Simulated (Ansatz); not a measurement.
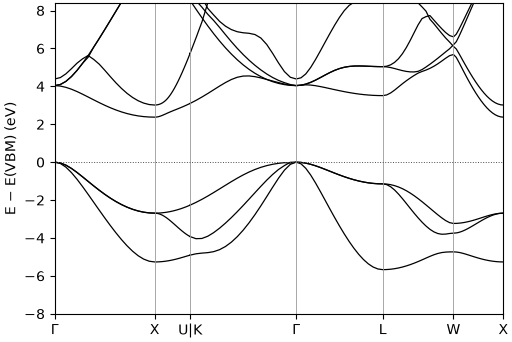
Figure: Band structure from DFT-r²SCAN in the program Ansatz with PAW potentials

Question: Read off the gap and where the band edges lie.

Answer: About 2.4 eV (2.38 eV by a search for the band edges); maximum at Γ, minimum at X.

The material is BeTe (zinc blende, F-43m).

The r²SCAN relaxation kept the symmetry of its start; of distortions, only those at the zone centre were tested. Spin–orbit coupling is left out wherever it is not named.

Potentials: the later of the program's two PAW sets.
